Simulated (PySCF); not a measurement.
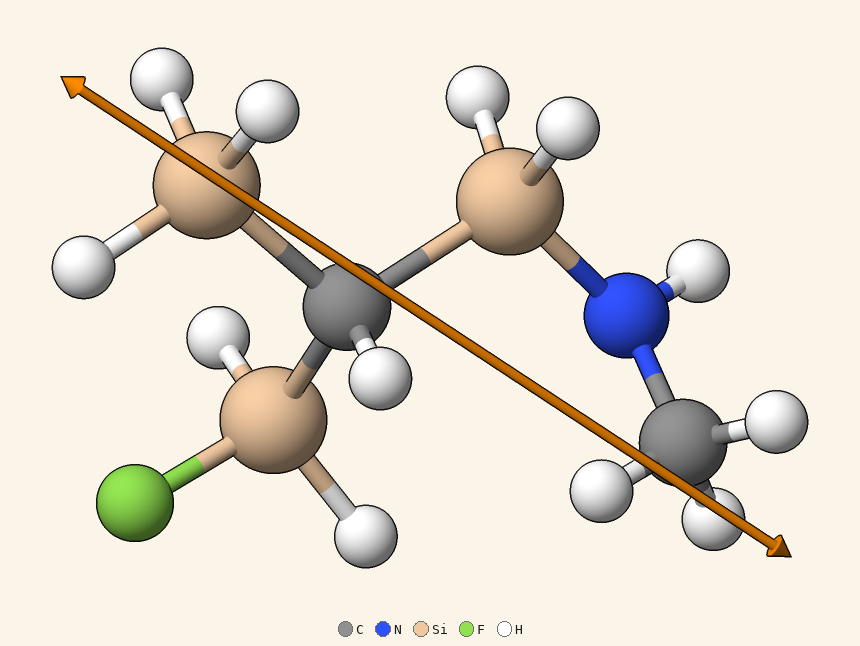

The double arrow shows the direction of the transition dipole to excited singlet state 3 (its length means nothing). Computed geometry: GFN2-xTB optimisation. No frequency run is at hand to confirm it as a minimum. Method: TDDFT PBE0/def2-SVPD, vertical, gas phase, core orbitals frozen in the response (PySCF 2.14.0).

Give its energy, strength and character.

Answer. 6.43 eV (193 nm), oscillator strength 0.029, mainly HOMO → LUMO+2 (weight 0.92); transition dipole 1.09 D.

The geometry is semi-empirical. Around Si such bond lengths and angles can be off by a tenth of an ångström or more and by several degrees, and values that hang on the shape move with them.
